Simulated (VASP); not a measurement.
Band structure of KI (rock salt). Calculation: MS2 meta-GGA, VASP's PBE PAW potentials (set 64) (plane waves; VASP).

Unless said otherwise, spin-orbit coupling is left out, though it shifts the bands of the heavy elements here.

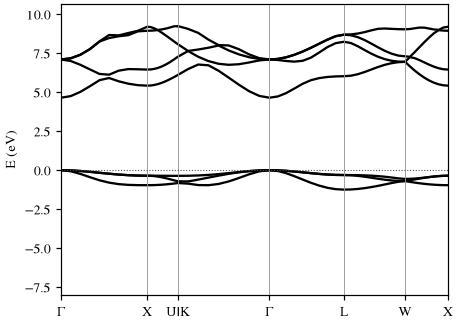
Figure: Bands along high-symmetry lines, zero at the valence-band maximum or, without a gap, the Fermi level

**Question.** Read the plot: is there a gap, and where are the band edges?

**Answer.** The gap is direct, 4.65 eV, from the valence maximum at Γ to the conduction minimum at Γ.

Measured: gap 6.10 eV (computed value off by -1.45 eV), as given by Aguado et al., (1998), arXiv:cond-mat/9809176.

The compound is KI in the rock salt structure. It was relaxed first.
